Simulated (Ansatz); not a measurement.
**BH5Si···HCl: density, localisation and related maps**

```xyz
9

B    -0.0209   -0.4107   -0.0792
Cl    0.4307    0.5145    2.1954
H     0.9093    0.1831   -0.5806
H    -1.1235    0.0866   -0.1608
Si    0.1307   -2.3799    0.3896
H    -0.4483   -3.2330   -0.7165
H     1.5356   -2.8646    0.6509
H    -0.6707   -2.6939    1.6409
H    -0.2488   -0.4105    2.8320
```

Theory: RKS BLYP-D4/cc-pVDZ in Ansatz.

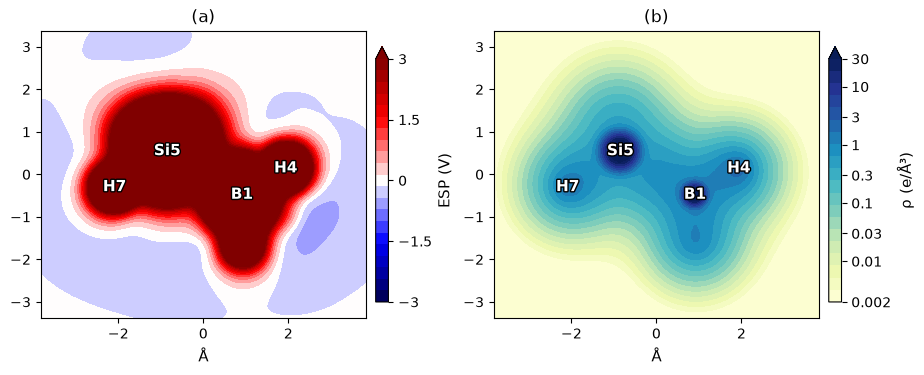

Figure 1. (a) molecular electrostatic potential; (b) total electron density on the plane of atoms H4, B1 and Si5.

Read the bonding off the picture.

Answer.
- The section cuts through B, H and Si sites.
- Si–B (2.03 Å): ρ is about 0.77 e/Å³ halfway.
- B–H (1.21 Å): the density is about 1.2 e/Å³ at the midpoint.
- Si–H (1.51 Å): ρ is about 0.71 e/Å³ halfway.
- Outside the dense part of the complex the potential is most negative (−0.6 V) near H4.

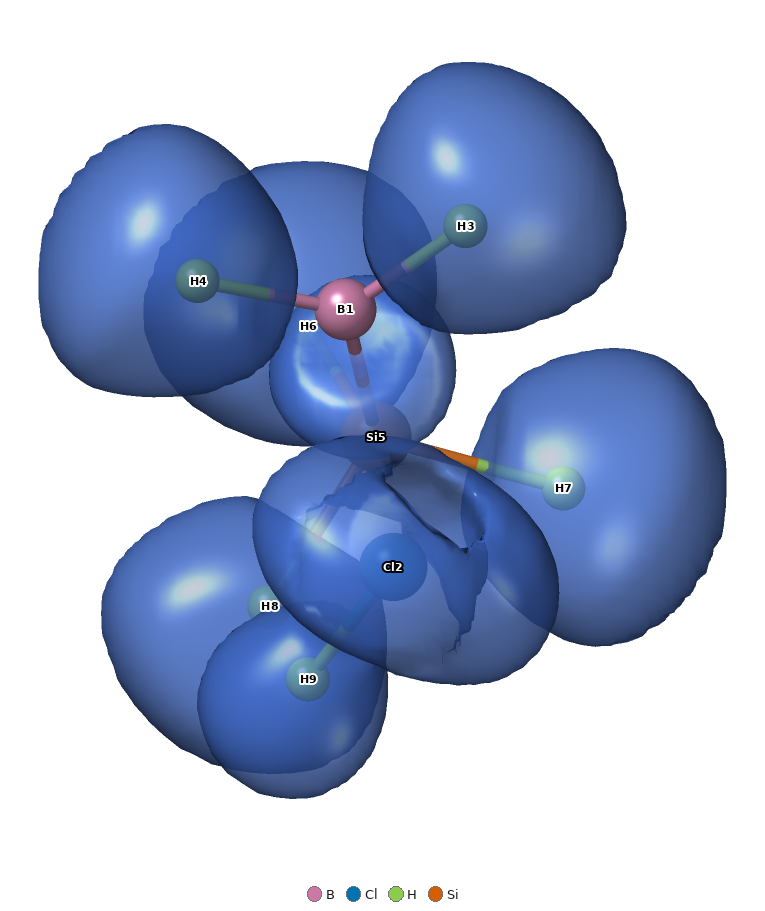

Figure 2. Isosurface of the electron localisation function at 0.85 (blue), seen at an oblique angle. Core shells and regions of very low density are left out.

Where are the electrons localised?

Answer. The surface consists of one region between bonded B–Si atoms (shared pairs), six regions around hydrogen nuclei and one ring or bowl of non-bonding electrons around Cl.


B1···Cl2 (2.50 Å): the ELF peaks at about 0.90 in the valence shell of Cl, 0.8 Å from its nucleus, and is about 0.55 at the midpoint. Si–B (2.03 Å): the ELF peaks at about 1 between the atoms: a shared electron pair.

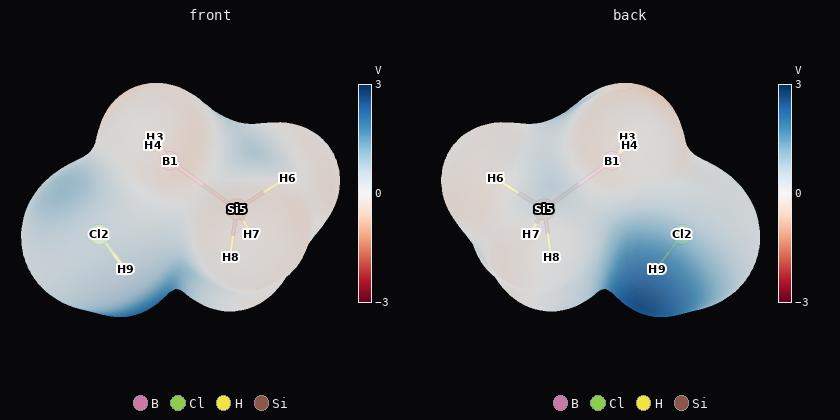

Figure 3. The electrostatic potential painted on the density surface at 0.002 e/bohr³, seen from the front and from behind; the colour scale runs from red (negative) to blue (positive).

Where is the surface potential most negative and most positive?

Answer. The most negative region (about −0.6 V) lies over H3, the most positive (about +2.6 V) over H9. Cl2 shows a σ-hole: about +1.0 V at the tip opposite its bond, against about +0.2 V on its flanks.
